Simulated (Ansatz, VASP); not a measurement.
## HfC: VASP beside Ansatz

One calculation is typed for both programs; each brings its own data sets and cutoff. How far apart do they land? The cell comes out of the VASP series on this material, whose earlier steps may have relaxed, scaled or displaced it; both programs get it as it stands.

Method: plane waves, with VASP 6.6.1 beside it; single point at r2SCAN with rVV10, in Ansatz 0.2.0.

### 1. The starting structure

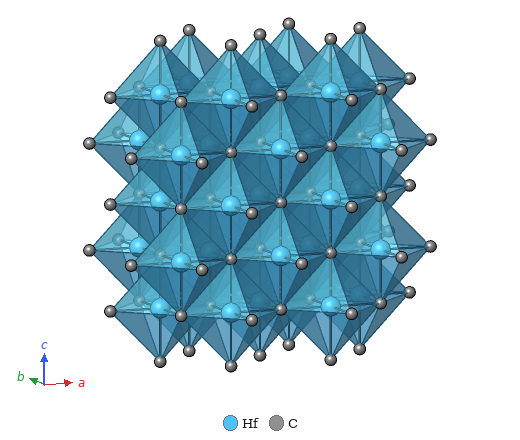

The starting structure, seen slightly off an axis (hafnium blue, carbon grey). 2×1×2 cells are drawn. This picture shows the conventional cell, with its axes. Some periodic images of atoms are drawn too.

### 2. Ansatz: single point, r2SCAN with rVV10

Ansatz runs on its default PAW (the set named soft_2) files.

A single point gives forces, pressure and levels at one fixed geometry, so differences don't come from the geometry; what else differs is listed under the comparison.

File input.yaml:

```yaml
crystal:
  lattice:
    - [0.0, 2.3142792225, 2.3142792225]
    - [2.3142792225, 0.0, 2.3142792225]
    - [2.3142792225, 2.3142792225, 0.0]
  atoms:
    - { symbol: Hf, position: [0.5, 0.5, 0.5] }
    - { symbol: C, position: [0.0, 0.0, 0.0] }
hamiltonian:
  xc: r2scan
  pseudopotentials: { kind: paw }
  dispersion: rvv10
kpoints:
  mp_grid: { grid: [15, 15, 15] }
scf:
  occupations: { method: tetrahedron }
output:
  forces: true
  stress: true
```

Launch:

```bash
$ ansatz run input.yaml --threads 2 --pin off --max-ram 4608MiB --backend cpu --events-out ev --progress --plain --runs-dir out
```

Numbers of over 12 decimals in the logs are rounded to 6 here.

The log of the run:

```text
Warning: output.forces, output.stress, relax.cell or npt_langevin: where a Kohn–Sham band that disperses or a degenerate level is filled in part under the method tetrahedron, the forces or the stress that this run publishes need not agree with its energy (scf.occupations.method in the input reference, under Limitations); prefer a smearing scheme for the forces or the stress
Engine: ansatz 0.2.0, aarch64-unknown-linux-gnu
Pseudopotentials: kind: paw
Pseudopotential: Hf, paw, valence charge 26, recommended cutoff 500 eV (meta_gga), Hf.paw.azcp
Pseudopotential: C, paw, valence charge 4, recommended cutoff 500 eV (meta_gga), C.paw.azcp
Functional definition: r2SCAN+rVV10
  parameter k0 = 0.174
  parameter k1 = 0.065
  parameter a1 = 4.9479
  exchange = r2scan_x(k0 = k0, k1 = k1, a1 = a1)
  correlation = r2scan_c + rvv10(11.95, 0.0093)
Crystal: 2 atoms, lattice volume = 24.790 Å³
Basis set: ecut = 500 eV, 609 PW (Γ), exchange–correlation on 108×108×108 points (64 copies of the dense FFT grid, shifted against one another)
Bands: 19, of which v1, the nominal top of the filled ones, is band 15 counted from 1 (14 counted from 0)
Symmetry: 48 space group operations
Space group: Fm-3m (ITA 225), of the structure as read, at distance tolerance 2.9e-5 Å
k-points: 120 of 3375
Non-local potential: Hf, projectors of the file, l = 0: 3, l = 1: 2, l = 2: 2, l = 3: 3
Non-local potential: C, projectors of the file, l = 0: 2, l = 1: 2, l = 2: 1
PAW form: soft (Blöchl's): semilocal exchange-correlation on the pseudo side does not see the compensation charge
rVV10 density: all electrons in the spheres
PAW frozen core: Hf, regenerated for the run's functional (the file was generated under x = pbe(κ = 0.804, μ = 0.219515), c = pbe(β = 0.066725))
PAW frozen core: C, regenerated for the run's functional (the file was generated under x = pbe(κ = 0.804, μ = 0.219515), c = pbe(β = 0.066725))
PAW one-centre angular grid: Hf, 974 points (default); XC on 160 Gauss nodes
PAW one-centre angular grid: C, 302 points (default); XC on 239 of its mesh's 2573 points in the sphere
Initial density: superposition of atomic densities (neutral atoms: chi_scale 0, normalization atom), corrected by the library's trained network
Initial wavefunctions: pseudopotential atomic-orbital guess
Functional: x = r2scan, c = r2scan + rvv10(b = 11.95, C = 0.0093); τ floored in thin density (d = 2e-4 eV/Å³)
SCF iter   1: F=—  HF=-15983.979251 eV  |F-HF|=—  |Δ(HF+E_count)|=         —  Δρ=8.73e-3  dr2=1.14e-2  dr2_τ=1.36e-1  ethr=1.77e-3  ⟨swp⟩=5.0  Hψ=9440  notcnv=0
preconditioner: auto → Kerker (q_TF=auto, 2.816 Å⁻¹)  [metal: no gap  n_scr=14 (ndim 8)  ℏωp=39.5 eV  f_vac=0.000]
SCF iter   2: F=—  HF=-15984.011808 eV  |F-HF|=—  |Δ(HF+E_count)|=   3.26e-2  Δρ=5.90e-3  dr2=9.21e-3  dr2_τ=8.15e-4  ethr=3.80e-5  ⟨swp⟩=2.3  Hψ=5587  notcnv=0
SCF iter   3: F=—  HF=-15984.010910 eV  |F-HF|=—  |Δ(HF+E_count)|=   8.98e-4  Δρ=4.17e-3  dr2=3.68e-3  dr2_τ=1.57e-4  ethr=3.07e-5  ⟨swp⟩=2.0  Hψ=4045  notcnv=0
SCF iter   4: F=—  HF=-15984.011522 eV  |F-HF|=—  |Δ(HF+E_count)|=   6.12e-4  Δρ=9.16e-4  dr2=2.18e-4  dr2_τ=1.21e-5  ethr=1.23e-5  ⟨swp⟩=2.0  Hψ=3648  notcnv=0
SCF iter   5: F=—  HF=-15984.011492 eV  |F-HF|=—  |Δ(HF+E_count)|=   2.94e-5  Δρ=6.05e-4  dr2=1.24e-4  dr2_τ=1.31e-5  ethr=7.26e-7  ⟨swp⟩=2.1  Hψ=3871  notcnv=0
SCF iter   6: F=—  HF=-15984.011498 eV  |F-HF|=—  |Δ(HF+E_count)|=   5.81e-6  Δρ=3.32e-4  dr2=3.71e-5  dr2_τ=3.13e-7  ethr=4.14e-7  ⟨swp⟩=2.0  Hψ=3217  notcnv=0
SCF iter   7: F=—  HF=-15984.011508 eV  |F-HF|=—  |Δ(HF+E_count)|=   1.00e-5  Δρ=9.88e-5  dr2=3.26e-6  dr2_τ=2.58e-8  ethr=1.24e-7  ⟨swp⟩=2.0  Hψ=3492  notcnv=0
SCF iter   8: F=-15984.011509 eV  HF=-15984.011509 eV  |F-HF|=3.52e-8  |Δ(HF+E_count)|=   1.21e-6  Δρ=1.61e-5  dr2=8.88e-8  dr2_τ=1.38e-9  ethr=3.33e-10  ⟨swp⟩=3.9  Hψ=10465  notcnv=0
SCF 1 converged in 8 iterations: F = -15984.011509 eV  dr2 = 8.88e-8
  greatest PAW one-centre occupation: 0.998 electrons in one spin orbital (limit 2), on the Hf atom at site 0 (counted from 0), in its partial waves of l = 3
SCF converged after 8 iterations
Stability not checked: this state was not tested for a lower state beside it, because cold or Methfessel-Paxton smearing, or corrected tetrahedra, fill the levels in a way that the test cannot read (fill_not_monotonic; see scf.lower_state_search)
Free energy (F): -15984.011509 eV
Harris-Foulkes:  -15984.011509 eV  (|F-HF|=3.52e-8)
Internal energy: -15984.011512 eV  (E = F + TS)
E sigma→0 (E₀):  -15984.011509 eV
Entropy (-TS):   0.000002 eV (0.001 meV/atom)
Fermi energy:    20.410640 eV
--- Per-component energies (eV) ---
  E_band       = 104.056055
  E_kinetic    = 512.920541
  E_local      = -4951.767548  (includes V_loc(G=0)·N_el)
  E_nonlocal   = -1221.507574
  E_hartree    = 2346.136238
  E_xc         = -329.193515
  E_vxc        = -359.543112  (∫ρ·V_xc dr)
  E_paw        = -7053.073322  (= ΣΔE_a)
  E_vpaw       = 1414.036855  (= ΣTr[D̂ρ^β])
  E_aug_tail   = 0.000002  (compensation charges beyond the density's cutoff)
  E_vtau       = 17.637622  (kinetic-family band-sum trace: ∫τ·v_τ [+ j·A + Jᵃ·Aᵃ] dr)
  E_ewald      = -5287.823083
  E_core_change = 0.296748  (= ΣΔE_core)
  E_smearing   = 0.000002  (= −TS)
  E_closure    = 0.000000  (closes the sum)
  Σ components = -15984.011509   (vs F -15984.011509, Δ=0.00e0)
--- Forces (eV/Å), atoms counted from 1 ---
  atom   1  Hf     0.00000000    -0.00000000     0.00000000
  atom   2  C     -0.00000000     0.00000000    -0.00000000
  max |Σ_I F_I| component: 1.03e-28 eV/Å
--- Stress (GPa, compression-positive) ---
        0.312764       0.000000       0.000000
       -0.000000       0.312764      -0.000000
        0.000000      -0.000000       0.312764
  P = ⅓ Tr σ = 0.3128 GPa (3.128 kbar)
--- Band table (eV; the first three rows and the last of 120) ---
  k-point 0: bands = [... 11 lower, 9.1878, 21.4290, 21.4290, 21.4290, 21.9585, 21.9585, 21.9585, 23.9304]
  k-point 1: bands = [... 11 lower, 9.1880, 20.6082, 20.8383, 20.8383, 22.1977, 22.1977, 22.4926, 24.5244]
  k-point 2: bands = [... 11 lower, 9.1883, 19.4059, 19.9166, 19.9166, 22.5915, 22.5915, 22.9695, 25.7666]
  k-point 119: bands = [... 11 lower, 10.0631, 16.9841, 17.4714, 17.6851, 23.9689, 24.7095, 27.5033, 28.0901]
```

Elapsed: 8 s, on 2 threads of Arm Neoverse N1, shared host; peak memory 0.45 GiB.

In the SCF lines HF is the Harris–Foulkes energy and dr2 the Hartree energy of the density residual, in eV; the loop may stop once dr2 is under the threshold and the program's other checks hold. Hψ counts applications of the Hamiltonian.

The run ends at a pressure of 0.31 GPa.

### 3. VASP: single point, r2SCAN with rVV10

The same cell, functional, mesh and smearing now go to VASP, with its own data sets and cutoff.

Lines of VASP's logs that name or quote its potential files are left out, and so is its time.

File INCAR:

```
SYSTEM = HfC
PREC = Accurate
ENCUT = 520
EDIFF = 1E-06
NELM = 100
ISMEAR = -5
SIGMA = 0.05
LREAL = .FALSE.
ALGO = Normal
METAGGA = R2SCAN
LUSE_VDW = .TRUE.
IVDW_NL = 2
BPARAM = 11.95
CPARAM = 0.0093
LASPH = .TRUE.
NBANDS = 19
LORBIT = 11
LWAVE = .FALSE.
LCHARG = .FALSE.
KPAR = 2
NEDOS = 2001
```

File POSCAR:

```
HfC
1.0
    0.0000000000      2.3142792225      2.3142792225
    2.3142792225      0.0000000000      2.3142792225
    2.3142792225      2.3142792225      0.0000000000
Hf C
1 1
Direct
    0.5000000000      0.5000000000      0.5000000000
    0.0000000000      0.0000000000      0.0000000000
```

File KPOINTS:

```
Automatic mesh
0
Gamma
15 15 15
0 0 0
```

PAW data sets: Hf_pv and C (PBE family, release 64).

Launch:

```bash
$ mpirun -np 2 vasp_std
```

The log of the run:

```text
[banner, memory and clock lines left out]
running    2 mpi-ranks, on    1 nodes
 distrk:  each k-point on    1 cores,    2 groups
 distr:  one band on    1 cores,    1 groups

 POSCAR found type information on POSCAR HfC
 POSCAR found :  2 types and       2 ions
|                                                                             |
|               ----> ADVICE to this user running VASP <----                  |
|                                                                             |
|     You have switched on vdW-DFT.                                           |
|     This routine was written and supplied by Jiri Klimes. We recommend      |
|     that you carefully read and cite the following publications:            |
|       J. Klimes, D.R. Bowler, A. Michelides                                 |
|          J. Phys.: Cond Matt. 22 022201 (2010)                              |
|       J. Klimes, D.R. Bowler, A. Michelides                                 |
|          Phys. Rev. B. 83, 195131 (2011)                                    |
|     and references therein.                                                 |
|                                                                             |

|                                                                             |
|               ----> ADVICE to this user running VASP <----                  |
|                                                                             |
|     You enforced a specific xc type in the INCAR file but a different       |
|     [... a line on the potential file left out ...]
|     I HOPE YOU KNOW WHAT YOU ARE DOING!                                     |
|                                                                             |

 LDA part: xc-table for (None), standard interpolation
 POSCAR, INCAR and KPOINTS ok, starting setup
 FFT: planning ... GRIDC
 FFT: planning ... GRID_SOFT
 FFT: planning ... GRID
 WAVECAR not read
 entering main loop
       N       E                     dE             d eps       ncg     rms          rms(c)
Total rVV10 correction in eV:      0.1899762    15.3039170
Total rVV10 correction in eV:      0.1899762    15.3039170
DAV:   1    -0.725562971211E+01   -0.72556E+01   -0.73473E+03  4560   0.750E+02
DAV:   2    -0.613649240224E+02   -0.54109E+02   -0.51186E+02  5799   0.187E+02
DAV:   3    -0.629735603805E+02   -0.16086E+01   -0.15973E+01  5505   0.226E+01
DAV:   4    -0.629787741885E+02   -0.52138E-02   -0.52132E-02  5217   0.153E+00
DAV:   5    -0.629787876116E+02   -0.13423E-04   -0.13425E-04  5096   0.755E-02    0.639E+01
Total rVV10 correction in eV:      0.1991921    15.3039171
Total rVV10 correction in eV:      0.1991921    15.3039171
DAV:   6    -0.570094961062E+02    0.59693E+01   -0.67056E+00  4851   0.130E+01    0.423E+01
Total rVV10 correction in eV:      0.1946224    15.3039171
Total rVV10 correction in eV:      0.1946224    15.3039171
DAV:   7    -0.571366607311E+02   -0.12716E+00   -0.46799E-01  4875   0.438E+00    0.204E+01
Total rVV10 correction in eV:      0.1936828    15.3039171
Total rVV10 correction in eV:      0.1936828    15.3039171
DAV:   8    -0.571473631266E+02   -0.10702E-01   -0.20006E-02  4998   0.108E+00    0.341E+00
Total rVV10 correction in eV:      0.1946529    15.3039171
Total rVV10 correction in eV:      0.1946529    15.3039171
DAV:   9    -0.571462560969E+02    0.11070E-02   -0.20395E-03  5025   0.311E-01    0.167E+00
Total rVV10 correction in eV:      0.1951472    15.3039171
Total rVV10 correction in eV:      0.1951472    15.3039171
DAV:  10    -0.571463875915E+02   -0.13149E-03   -0.59265E-04  4849   0.150E-01    0.185E-01
Total rVV10 correction in eV:      0.1951708    15.3039171
Total rVV10 correction in eV:      0.1951708    15.3039171
DAV:  11    -0.571463837561E+02    0.38354E-05   -0.10703E-05  5317   0.254E-02    0.241E-01
Total rVV10 correction in eV:      0.1951408    15.3039171
Total rVV10 correction in eV:      0.1951408    15.3039171
DAV:  12    -0.571463905628E+02   -0.68067E-05   -0.99435E-06  4722   0.221E-02    0.251E-02
Total rVV10 correction in eV:      0.1951500    15.3039171
Total rVV10 correction in eV:      0.1951500    15.3039171
DAV:  13    -0.571463894128E+02    0.11501E-05   -0.61892E-07  2514   0.574E-03    0.519E-03
Total rVV10 correction in eV:      0.1951569    15.3039171
Total rVV10 correction in eV:      0.1951569    15.3039171
DAV:  14    -0.571463891033E+02    0.30943E-06   -0.26290E-07  2543   0.369E-03
Total rVV10 correction in eV:      0.1951549    15.3039171
Total rVV10 correction in eV:      0.1951549    15.3039171
Total rVV10 correction in eV:      0.1951550    15.3039171
Total rVV10 correction in eV:      0.1951550    15.3039171
   1 F= -.57146389E+02 E0= -.57146389E+02  d E =0.000000E+00
|                                                                             |
|           W    W    AA    RRRRR   N    N  II  N    N   GGGG   !!!           |
|           W    W   A  A   R    R  NN   N  II  NN   N  G    G  !!!           |
|           W    W  A    A  R    R  N N  N  II  N N  N  G       !!!           |
|           W WW W  AAAAAA  RRRRR   N  N N  II  N  N N  G  GGG   !            |
|           WW  WW  A    A  R   R   N   NN  II  N   NN  G    G                |
|           W    W  A    A  R    R  N    N  II  N    N   GGGG   !!!           |
|                                                                             |
|     Tetrahedron method does not include variations of the Fermi             |
|     occupations, so forces and stress will be inaccurate. We suggest        |
|     using a different smearing scheme ISMEAR = 1 or 2 for metals in         |
|     relaxations.                                                            |
|                                                                             |
```

Parts of OUTCAR (step 3):

```text
ion  position               nearest neighbor table
   1  0.500  0.500  0.500-   2 2.31   2 2.31   2 2.31   2 2.31   2 2.31   2 2.31
   2  0.000  0.000  0.000-   1 2.31   1 2.31   1 2.31   1 2.31   1 2.31   1 2.31

  LATTYP: Found a face centered cubic cell.
 ALAT       =     4.6285584450

 Subroutine GETGRP returns: Found 48 space group operations
 (whereof 48 operations were pure point group operations)

The static configuration has the point symmetry O_h .

 Found    120 irreducible k-points:

   k-points           NKPTS =    120   k-points in BZ     NKDIM =    120   number of bands    NBANDS=     19

   dimension x,y,z NGX =    24 NGY =   24 NGZ =   24
   dimension x,y,z NGXF=    48 NGYF=   48 NGZF=   48

   ENCUT  =  520.0 eV  38.22 Ry    6.18 a.u.   6.09  6.09  6.09*2*pi/ulx,y,z

   NELECT =      14.0000    total number of electrons

 k-points in reciprocal lattice and weights: Automatic mesh
   0.00000000  0.00000000  0.00000000       0.000
   0.06666667  0.00000000  0.00000000       0.002
   0.13333333  0.00000000  0.00000000       0.002
   0.20000000  0.00000000  0.00000000       0.002
   0.26666667  0.00000000  0.00000000       0.002
   0.33333333  0.00000000  0.00000000       0.002
   0.40000000  0.00000000  0.00000000       0.002
   0.46666667  0.00000000  0.00000000       0.002
   0.06666667  0.06666667  0.00000000       0.002
[...]
-0.33333333  0.46666667  0.20000000       0.007
  -0.26666667  0.46666667  0.20000000       0.007

 average (electrostatic) potential at core
       1 -41.0563       2 -49.3388

 E-fermi :   6.0185

 k-point     1 :       0.0000    0.0000    0.0000
  band No.  band energies     occupation
      1     -24.6629      2.00000
      2     -24.6629      2.00000
      3     -24.6629      2.00000
      4      -7.1217      2.00000
      5       7.0069     -0.32855
      6       7.0069      0.00000
      7       7.0069      0.00000
      8       7.6261      0.00000
      9       7.6261      0.00000
    ...

 k-point     2 :       0.0667    0.0000    0.0000
  band No.  band energies     occupation
      1     -24.6966      2.00000
      2     -24.6660      2.00000
      3     -24.6660      2.00000
      4      -7.0050      2.00000
      5       6.2114      1.07078
      6       6.4348      0.09144
      7       6.4348     -0.09994
      8       7.8575      0.00000
      9       7.8575      0.00000
     10       8.1325      0.00000
    ...

 k-point     3 :       0.1333    0.0000    0.0000
  band No.  band energies     occupation
    ...
      3     -24.6745      2.00000
      4      -6.6657      2.00000
      5       5.0087      2.00637
      6       5.5250      2.04622
      7       5.5250      2.13863
      8       8.2515      0.00000
      9       8.2515      0.00000
     10       8.6039      0.00000
     11      11.4111      0.00000
     12      11.4111      0.00000
    ...

  Total       -0.0244275     -0.0244275     -0.0244275      0.0000000      0.0000000     -0.0000000
  in kB       -1.5787458     -1.5787458     -1.5787458      0.0000000      0.0000000     -0.0000000
  external PRESSURE =      -1.5787458 kB  Pullay stress =       0.0000000 kB

  energy-cutoff  :      520.00
  volume of cell :       24.79
      direct lattice vectors                 reciprocal lattice vectors
     0.000000000  2.314279223  2.314279223    -0.216049989  0.216049989  0.216049989
     2.314279223  0.000000000  2.314279223     0.216049989 -0.216049989  0.216049989
     2.314279223  2.314279223  0.000000000     0.216049989  0.216049989 -0.216049989

 POSITION                                       TOTAL-FORCE (eV/Angst)
 -----------------------------------------------------------------------------------
      2.31428      2.31428      2.31428         0.000000     -0.000000      0.000000
      0.00000      0.00000      0.00000        -0.000000      0.000000     -0.000000
 -----------------------------------------------------------------------------------
    total drift:                                0.000000     -0.000000      0.000000

  FREE ENERGIE OF THE ION-ELECTRON SYSTEM (eV)
  ---------------------------------------------------
  free  energy   TOTEN  =       -57.1463891033 eV

  energy  without entropy=      -57.1463891033  energy(sigma->0) =      -57.14638910

 total charge
# of ion       s       p       d       tot
------------------------------------------
    1        0.320   6.651   1.655   8.626
    2        0.885   1.530   0.000   2.415
--------------------------------------------------
tot          1.205   8.181   1.655  11.041

[... 3 further parts left out ...]
```

Harder data sets than Hf_pv exist (the GW ones), and pressures, volumes and forces can shift noticeably with them. With tetrahedra the forces and stress of a metal are not exact derivatives of the energy.

### 4. Side by side

Known differences besides the PAW data sets themselves: VASP keeps PBE cores, Ansatz makes them for the functional; the data sets hold 30 valence electrons in Ansatz (default PAW (the set named soft_2) files) and 14 in VASP; the cutoff is 500 eV in Ansatz and 520 eV in VASP. Total energies have different zeros and are not compared.

Compared:

```
      quantity  Ansatz   VASP  difference
pressure (GPa)    0.31  -0.16       +0.47
```

### 5. What came out

```
difference in pressure (single point, r2SCAN with rVV10) : 0.47 GPa
```

**Reading.** The difference in pressure is 0.47 GPa (single point, r2SCAN with rVV10), within the 1 GPa picked in this series as the mark of a large difference. How closely two codes agree says nothing of how well the functional describes the real material.

[Lines on the potential files, build, host, timing and source positions are cut from VASP's logs without a mark.]

[Logs are printed without paths, hosts, clocks, repeated set-up lines and the standing remarks that a program may print on its own settings, such as how far it seeks lower states.]

[Hosts, paths, dates, database ids (printed as entryN), source tags and the programs' standing remarks are cut or masked in the printed files.]
